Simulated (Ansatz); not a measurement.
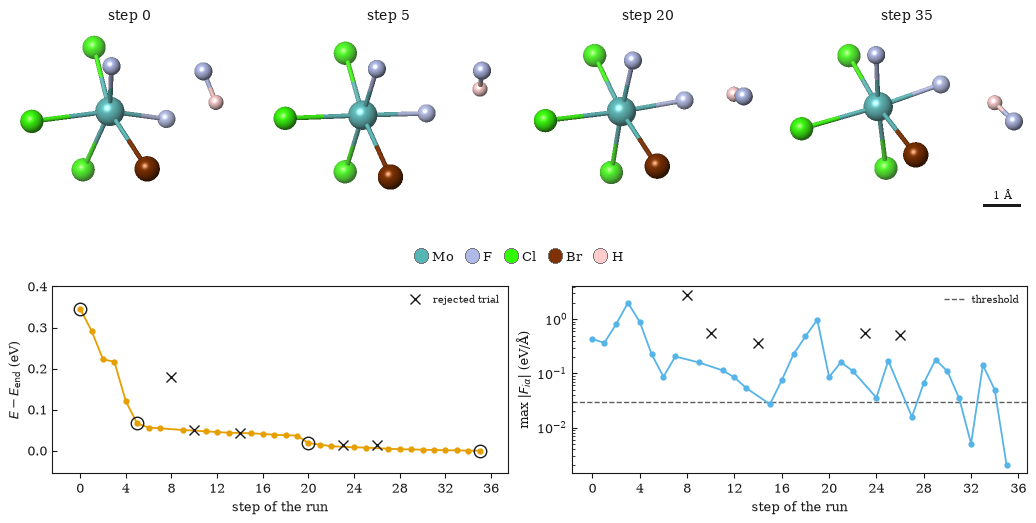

Frames of a relaxation of MoHBrCl3F3, marked on the history of the run. The picture is a ball-and-stick view, seen at a tilt.

The run prepares an end point of a later path (reaction) calculation, from a guessed geometry.

Theory: RKS PBE/def2-SVP (Ansatz 0.2.0). Set-up: no spin polarisation; force threshold 0.03 eV/Å; at most 50 steps.

Q: Describe the path.

A: After 30 accepted moves (35 points after the start) the energy has fallen by 0.346 eV. Largest force component: 0.43 eV/Å at the start, 0.002 eV/Å at the end. The line search rejected the trial steps at points 8, 10, 14, 23, 26 of the run. The forces were under the threshold at step 15, but the run went on from there. The atom that moves furthest after the best rigid fit is an F atom (1.67 Å). By element the largest moves are F 1.67 Å, Cl 0.72 Å, H 0.56 Å, Br 0.51 Å, Mo 0.28 Å. Among the contacts that change: F–Mo 2.979 → 3.881 Å, Br–Mo 2.488 → 2.443 Å, F–Mo 1.867 → 1.910 Å, Cl–Mo 2.325 → 2.290 Å. Bond angles that change, for instance: F–Mo–F 116.2° → 86.6°, F–Mo–Cl 162.3° → 176.7°, F–Mo–Cl 162.3° → 176.0°. From step 0 to 5: an F atom moves most (0.62 Å), energy −0.279 eV. From step 5 to 20: an F atom moves most (0.70 Å), energy −0.048 eV. From step 20 to 35: an F atom moves most (0.85 Å), energy −0.019 eV.

```tsv
step	E − E(0), eV	largest force component, eV/Å	note
0	0.0000	0.4297	
1	-0.0536	0.3661	
2	-0.1229	0.8127	
3	-0.1290	2.0094	
4	-0.2251	0.8862	
5	-0.2792	0.2256	
6	-0.2894	0.0866	
7	-0.2910	0.2052	
8	-0.1658	2.8491	rejected
9	-0.2952	0.1588	
10	-0.2948	0.5472	rejected
11	-0.2984	0.1134	
13	-0.3017	0.0534	
14	-0.3017	0.3695	rejected
15	-0.3032	0.0269	
17	-0.3069	0.2264	
18	-0.3080	0.4815	
19	-0.3086	0.9786	
21	-0.3307	0.1606	
22	-0.3346	0.1105	
23	-0.3320	0.5571	rejected
24	-0.3374	0.0355	
26	-0.3328	0.5045	rejected
27	-0.3408	0.0158	
28	-0.3420	0.0660	
30	-0.3431	0.1092	
31	-0.3438	0.0344	
32	-0.3444	0.0050	
34	-0.3454	0.0498	
35	-0.3457	0.0020
```

Limits of the set-up: the start holds two separate molecules, 2.4 Å apart at their closest, whose relative position is a soft coordinate and is computed without a dispersion correction.
